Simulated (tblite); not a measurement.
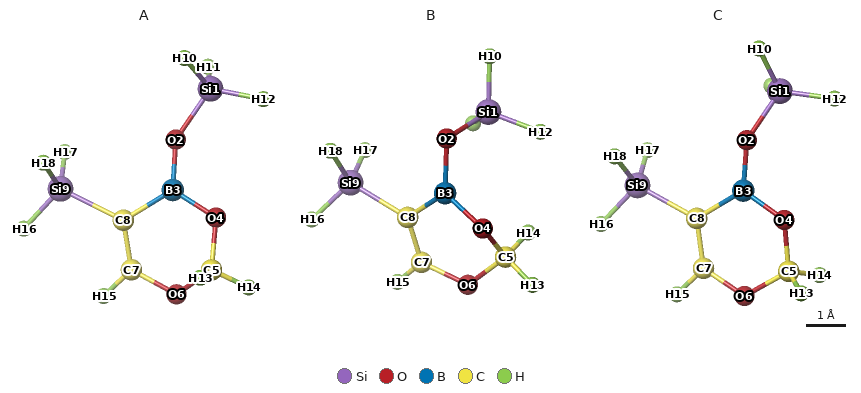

3 geometries from one relaxation of C3H9BO3Si2, in shuffled order. The picture is a ball-and-stick view, seen at a tilt.

These are results of tblite, GFN2-xTB geometry optimisation, gas phase, not measurements. 

Order the frames from highest to lowest energy.

B, C, A. They are steps 0, 30, 148, at +1.423 eV, +0.141 eV relative to the last. The energy falls by 1.423 eV in 148 geometry steps. The largest move after the best rigid fit is that of H11, 1.59 Å. Largest moves by element: H 1.59 Å, O 1.30 Å, B 0.93 Å, Si 0.65 Å, C 0.38 Å. Among the contacts that change: O2–B3 1.460 → 1.330 Å, B3–O4 1.487 → 1.379 Å, Si1–O2 1.709 → 1.616 Å, O6–C7 1.407 → 1.363 Å. Among the angles between lasting bonds that change: Si1–O2–B3 107.4° → 148.4°, B3–O4–C5 108.6° → 118.2°, O6–C7–H15 119.1° → 109.9°. Groups turn about O4–C5 by about 90°, O2–B3 by about 85°, C5–O6 by about 80°. Cost: 2.2 s on 1 thread of Arm Neoverse N1 (shared host).
